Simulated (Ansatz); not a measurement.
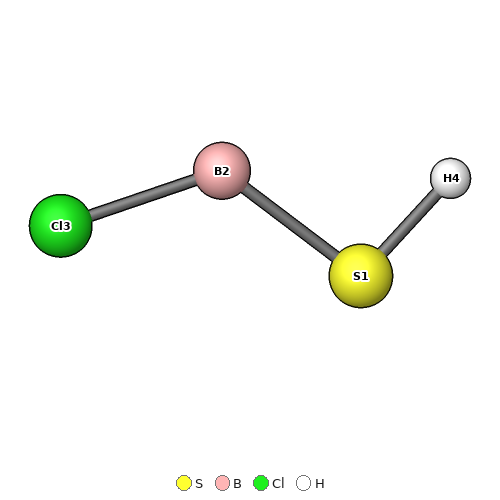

The system is BClHS, SMILES S[B]Cl, spin multiplicity 2; the picture shows the reference structure. 
- Coordinates scanned: (1) bond length S1–B2; (2) dihedral H4–S1–B2–Cl3.
- Nothing is relaxed (all other coordinates rigid).
- Grid: 11 × 10 points; 66 points were computed and 44 follow by symmetry.
- Energies are in kJ/mol, from the lowest grid point.
- Energies and slopes of some neighbouring points disagree (a jump in structure or state, or too coarse a mesh).
- Level of theory: UHF-MP2, frozen core/def2-TZVP in Ansatz 0.2.0.

Its coordinates:

```yaml
atoms:
  - { symbol: S, position_ang: [0.5677, -0.7927, 0.5339] }
  - { symbol: B, position_ang: [-0.2940, 0.4791, -0.3482] }
  - { symbol: Cl, position_ang: [-2.0134, 0.6141, -0.4260] }
  - { symbol: H, position_ang: [1.7953, -0.3608, 0.2200] }
```

Range: bond length S1–B2 from 1.523 to 2.480 Å; dihedral H4–S1–B2–Cl3 from −180 to 144°.

What will the energy surface look like?

The lowest grid point is at bond length S1–B2 = 1.810 Å, dihedral H4–S1–B2–Cl3 = −180°. Other grid points that lie below all their neighbours: bond length S1–B2 = 1.810 Å, dihedral H4–S1–B2–Cl3 = 0° (5 kJ/mol higher). The highest grid point, bond length S1–B2 = 2.480 Å, dihedral H4–S1–B2–Cl3 = −72°, lies 225 kJ/mol above the lowest.

| dihedral H4–S1–B2–Cl3 ↓, bond length S1–B2 → | 1.523 | 1.619 | 1.715 | 1.810 | 1.906 | 2.002 | 2.097 | 2.193 | 2.289 | 2.384 | 2.480 |
| --- | --- | --- | --- | --- | --- | --- | --- | --- | --- | --- | --- |
| 144 | 129 | 54 | 21 | 16 | 29 | 51 | 79 | 111 | 146 | 183 | 218 |
| 108 | 187 | 103 | 62 | 50 | 56 | 73 | 97 | 125 | 157 | 191 | 224 |
| 72 | 181 | 100 | 61 | 50 | 56 | 74 | 98 | 126 | 158 | 192 | 225 |
| 36 | 129 | 56 | 24 | 19 | 32 | 54 | 82 | 114 | 148 | 185 | 221 |
| 0 | 109 | 37 | 8 | 5 | 19 | 44 | 73 | 107 | 142 | 180 | 218 |
| −36 | 129 | 56 | 24 | 19 | 32 | 54 | 82 | 114 | 148 | 185 | 221 |
| −72 | 181 | 100 | 61 | 50 | 56 | 74 | 98 | 126 | 158 | 192 | 225 |
| −108 | 187 | 103 | 62 | 50 | 56 | 73 | 97 | 125 | 157 | 191 | 224 |
| −144 | 129 | 54 | 21 | 16 | 29 | 51 | 79 | 111 | 146 | 183 | 218 |
| −180 | 103 | 32 | 2 | 0 | 15 | 39 | 70 | 103 | 140 | 178 | 214 |

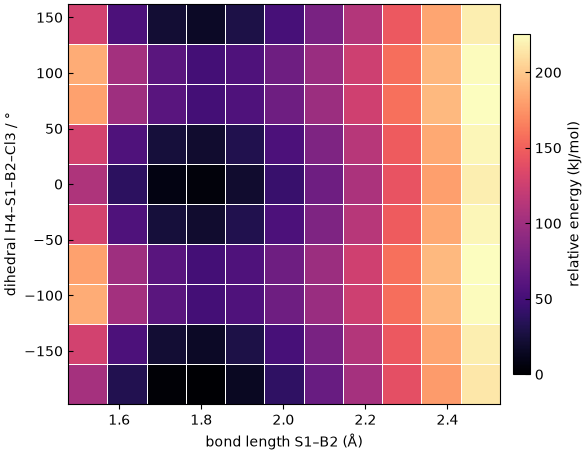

In the figure: one coloured cell a grid point.

The whole map (66 points run) took 5.8 min on 1 thread of Arm Neoverse V2 (shared host).
